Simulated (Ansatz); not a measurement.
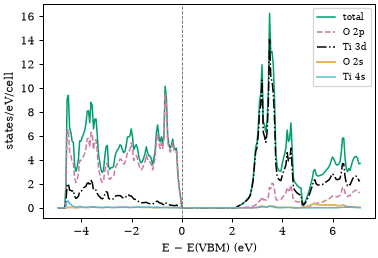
Figure: Total and projected density of states of TiO2 (anatase, I4_1/amd), DFT-PBE in the program Ansatz with PAW potentials

### Question
Which orbitals carry the states next to the gap?

### Answer
Top 1 eV of the valence band: O 2p 93 %, Ti 3d 5 %. Bottom 1 eV of the conduction band: Ti 3d 92 %, O 2p 6 %. Projections are on Löwdin-orthogonalised atomic valence shells; empty p or d shells of many metals are not among them.

### Question
Where is the tallest occupied peak in this window, and what makes it?

### Answer
Near -0.7 eV, about 10 states/eV per cell; the largest projected share is O 2p.

The cell was relaxed with PBE under the symmetry of its start. The run is not spin-polarised.

Potentials: the later of the program's two PAW sets.
